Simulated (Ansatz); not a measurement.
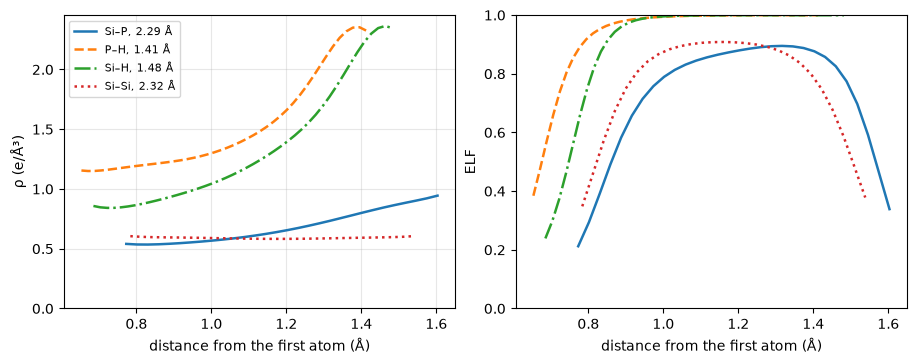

Figure 1: H$_{5}$PSi$_{2}$ (charge +1, doublet). Electron density and ELF along straight lines between neighbouring atoms. The curves leave out the atomic cores.

Geometry: PBE0-D3(BJ)/def2-SVP.

Computed with isolated molecule in a Gaussian basis; Kohn-Sham density functional theory, functional PBE0 (Ansatz).

```yaml
atoms:
  - { symbol: P, position_ang: [-1.8678, 0.1781, 1.0744] }
  - { symbol: Si, position_ang: [0.1274, 1.2744, 0.8249] }
  - { symbol: Si, position_ang: [-1.0881, 1.5071, 2.7899] }
  - { symbol: H, position_ang: [-0.0152, 2.2756, -0.2731] }
  - { symbol: H, position_ang: [-1.9281, 2.7117, 3.0040] }
  - { symbol: H, position_ang: [-0.7103, 0.6699, 3.9528] }
  - { symbol: H, position_ang: [-3.0552, 0.5152, 0.3859] }
  - { symbol: H, position_ang: [-1.8669, -1.2133, 1.3183] }
```

### What can be read from the curves?

Si–P (2.29 Å): the density is about 0.62 e/Å³ at the midpoint, with its minimum of 0.54 e/Å³ about 0.8 Å from Si; the ELF peaks at about 0.90 between the atoms: a shared electron pair.
P–H (1.41 Å): ρ is about 1.2 e/Å³ halfway; the ELF climbs to about 1 towards the hydrogen, as it does in any bond to H.
Si–H (1.48 Å): ρ at the midpoint is about 0.84 e/Å³; the ELF climbs to about 1 towards the hydrogen.
Si–Si (2.32 Å): ρ at the midpoint is about 0.58 e/Å³; the ELF peaks at about 0.90 between the atoms, as expected for a covalent bond.
